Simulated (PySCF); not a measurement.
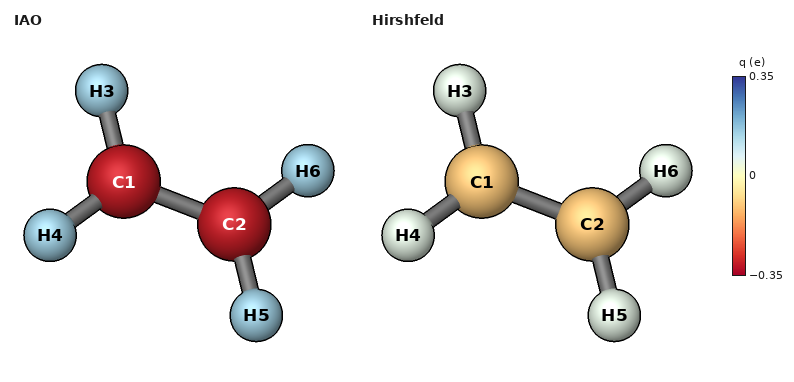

Atomic charges of one calculation by 2 schemes, on one colour scale. The computed structure is the end point of a PBE0-D3(BJ)/def2-SVP optimisation. No frequency run is at hand to confirm it as a minimum. Method: PBE0/pcSseg-3 (PySCF 2.14.0).

> Which scheme gives the most polar picture (largest mean size of the charges)?

The IAO charges are the largest in size here.

List the charges (e), one line for each set of equivalent atoms.

```json
{"atom": "C1, C2", "IAO": "−0.31", "Hirshfeld": "−0.10"}
{"atom": "H3, H4, H5…", "IAO": "0.15", "Hirshfeld": "0.05"}
```
